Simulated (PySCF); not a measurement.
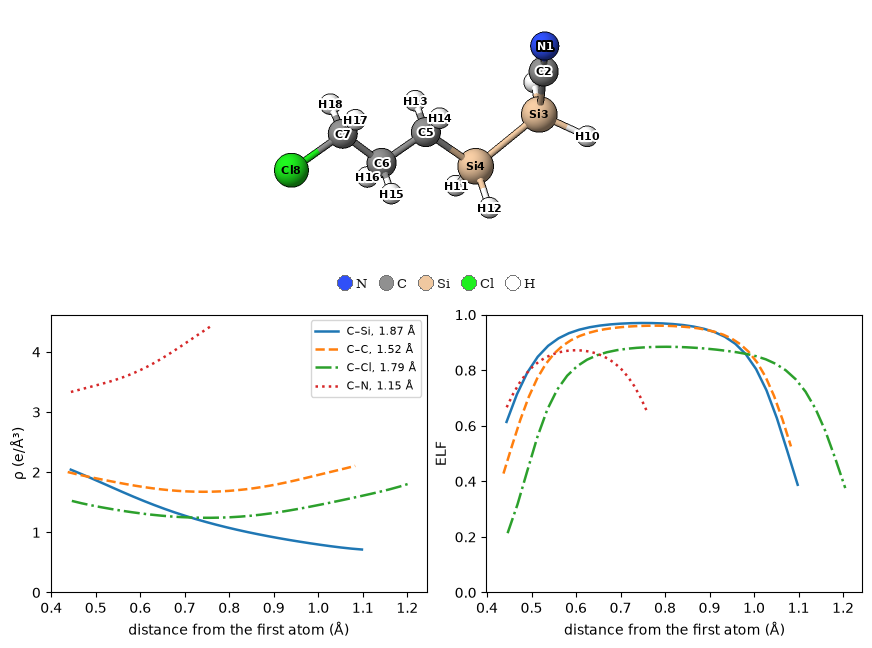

C₄H₁₀ClNSi₂. Electron density and electron localisation function along straight lines between neighbouring atoms. The curves leave out the atomic cores. The structure is drawn too.

Geometry: GFN2-xTB.

Level of theory: PBE0/pcSseg-1, SCF density, gas phase, non-relativistic in PySCF.

```yaml
atoms:
  - { symbol: N, position_ang: [3.3276, 1.3981, 1.6858] }
  - { symbol: C, position_ang: [3.2235, 0.7412, 0.7521] }
  - { symbol: Si, position_ang: [2.9691, -0.3420, -0.7496] }
  - { symbol: Si, position_ang: [0.7958, -1.1495, -0.6953] }
  - { symbol: C, position_ang: [-0.3487, 0.1856, 0.0424] }
  - { symbol: C, position_ang: [-1.8137, -0.2373, 0.0731] }
  - { symbol: C, position_ang: [-2.6832, 0.8712, 0.6436] }
  - { symbol: Cl, position_ang: [-4.3923, 0.3611, 0.7144] }
  - { symbol: H, position_ang: [3.3027, 0.5541, -1.8629] }
  - { symbol: H, position_ang: [4.0336, -1.3432, -0.6364] }
  - { symbol: H, position_ang: [0.3156, -1.4772, -2.0458] }
  - { symbol: H, position_ang: [0.6591, -2.3690, 0.1122] }
  - { symbol: H, position_ang: [-0.2570, 1.1101, -0.5325] }
  - { symbol: H, position_ang: [-0.0239, 0.4258, 1.0573] }
  - { symbol: H, position_ang: [-1.9291, -1.1349, 0.6836] }
  - { symbol: H, position_ang: [-2.1538, -0.4762, -0.9365] }
  - { symbol: H, position_ang: [-2.3869, 1.1229, 1.6624] }
  - { symbol: H, position_ang: [-2.6471, 1.7655, 0.0205] }
```

Question: What can be read from the curves?

Answer: C–Si (1.87 Å): ρ is about 0.87 e/Å³ halfway; the ELF peaks at about 1 between the atoms: localised, covalent bonding.
C–C (1.52 Å): the density is about 1.7 e/Å³ at the midpoint; the ELF peaks at about 0.95 between the atoms (localised, covalent bonding).
C–Cl (1.79 Å): the density is about 1.3 e/Å³ at the midpoint; the ELF peaks at about 0.90 between the atoms; a covalent bond.
C–N (1.15 Å): ρ at the midpoint is about 3.6 e/Å³; the ELF peaks at about 0.85 between the atoms: a short, multiple covalent bond.
